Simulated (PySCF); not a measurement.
# C5H7O3: EPR calculation

System: C5H7O3, multiplicity 2.
Method: UKS B3LYP, pcH-1 on C H O, non-relativistic, mean-field spin-orbit, GIAO (PySCF 2.14.0).

It belongs to a series of runs on one base structure; here: H removed from sp3 C.

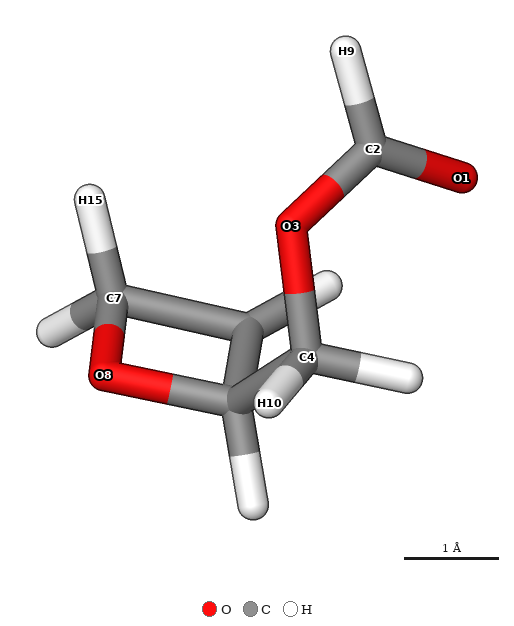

*The structure as given in the input (stick view, seen at a tilt; atoms are numbered from 1 in the order of the input).*

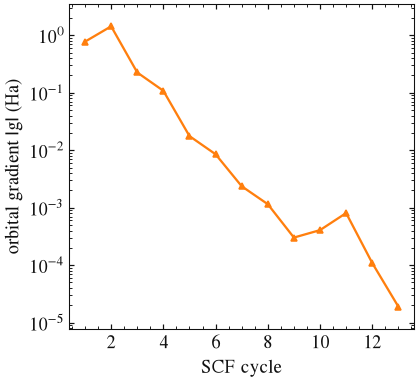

*Convergence of the self-consistent field: orbital gradient |g| against the SCF cycle.*

All cycles printed in the log are drawn one after another.

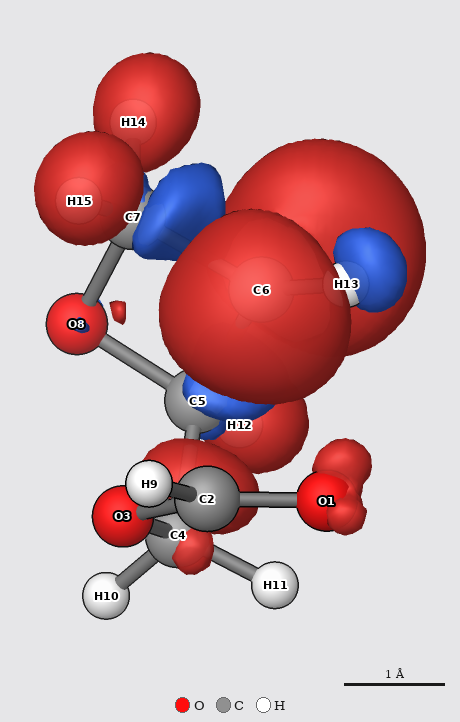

*Isosurfaces of the spin density at +0.015 (red) and −0.015 e/Å³ (blue), seen at an oblique angle.*

The unpaired spin (1 electron) lies mostly on C6 (about 0.7) and H13 (about 0.1), in electrons by Hirshfeld's partition.

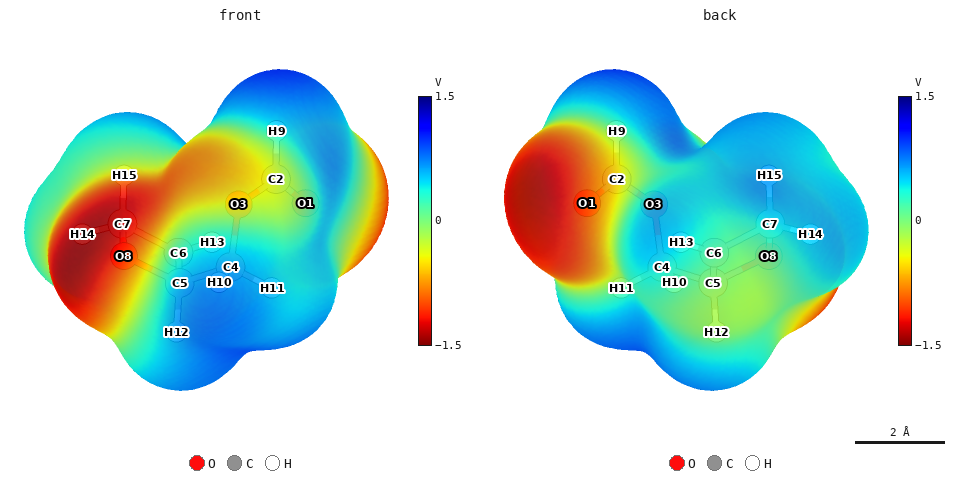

*The electrostatic potential painted on the density surface at 0.001 e/bohr³, seen at a tilt and from behind; red is negative and blue positive.*

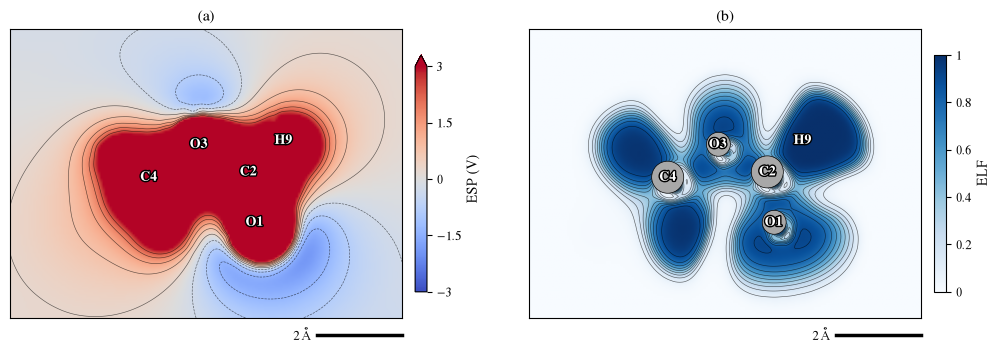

*(a) electrostatic potential; (b) ELF on the plane of atoms O1, C2 and H9. Grey discs, where drawn, cover atomic cores.*

Atoms in the plane: O, C and H. C–O (1.20 Å): the ELF peaks at about 0.85 between the atoms; a double or triple bond.

The input that produced these results follows, with the program's output.

### The input
```
{"job": {"kind": "epr", "basis": "pcH-1"}, "charge": 0, "multiplicity": 2}
O     -1.973324    -0.505078     1.248035
C     -2.047672     0.288791     0.356709
O     -1.487899     0.204465    -0.836766
C     -0.662457    -0.923246    -1.097186
C      0.808203    -0.658047    -0.708734
C      1.075274    -0.042961     0.611293
C      1.590709     1.142570    -0.106516
O      1.371323     0.486371    -1.360764
H     -2.630536     1.224281     0.403983
H     -0.723824    -1.099601    -2.171867
H     -1.026993    -1.786581    -0.531566
H      1.368931    -1.574512    -0.949780
H      0.681590    -0.209244     1.589853
H      2.649413     1.392521     0.041700
H      1.002849     2.068260    -0.015962
```

The first line tells a small driver script what to run in PySCF; the rest is the geometry in Å.

Launch command:
```bash
OMP_NUM_THREADS=1 python <driver script> task.json out
```

### Log
```
UKS, coarse grid
  cycle   1  E = -420.12144934  |g| = 7.74e-01
  cycle   2  E = -419.58606306  |g| = 1.43e+00
  cycle   3  E = -420.31480135  |g| = 2.25e-01
  cycle   4  E = -420.32987556  |g| = 1.08e-01
  cycle   5  E = -420.33369355  |g| = 1.76e-02
  cycle   6  E = -420.33380723  |g| = 8.50e-03
  cycle   7  E = -420.33383386  |g| = 2.36e-03
  cycle   8  E = -420.33383704  |g| = 1.15e-03
  cycle   9  E = -420.33383689  |g| = 3.02e-04
UKS, final grid
  cycle   1  E = -420.33376594  |g| = 4.07e-04
  cycle   2  E = -420.33376577  |g| = 8.07e-04
  cycle   3  E = -420.33376600  |g| = 1.09e-04
  cycle   4  E = -420.33376601  |g| = 1.90e-05
E = -420.33376601 Eh   <S^2> = 0.7541 (exact 0.7500)
g shifts (ppm)      1          2          3
  rmc          -141       -141       -141
  gc              6         25         30
  oz_so         -31        576        710
  total        -166        460        599
hyperfine (MHz)  atom isotope    a_iso     a_fc   dipolar eigenvalues
    0   17O      -3.30      -3.30     -4.08      1.93      2.14
    1   13C       0.23       0.23     -0.72     -0.27      0.99
    2   17O       0.97       0.97     -0.24     -0.16      0.40
    3   13C      55.70      55.70     -4.82     -4.53      9.35
    4   13C     -33.98     -33.98     -2.12     -0.81      2.93
    5   13C     116.53     116.53    -81.22    -79.28    160.50
    6   13C     -35.63     -35.63     -2.66     -0.01      2.67
    7   17O       2.13       2.13     -3.06      0.30      2.76
    8    1H       0.17       0.17     -1.26     -1.21      2.46
    9    1H       1.65       1.65     -3.00     -1.73      4.72
   10    1H      -3.82      -3.82     -3.48     -2.04      5.52
   11    1H      99.44      99.44     -4.77     -4.05      8.82
   12    1H     -56.21     -56.21    -37.95     -1.29     39.24
   13    1H     109.63     109.63     -4.79     -4.17      8.96
   14    1H     112.83     112.83     -4.37     -3.32      7.69
```

### Results in brief

- outcome: converged
- total energy: −420.333766 hartree
- ⟨S²⟩: 0.754
- isotropic g: 2.0026
- hardware: 1 CPU thread, shared host
- wall time: 51 s
- peak memory: 1 GiB
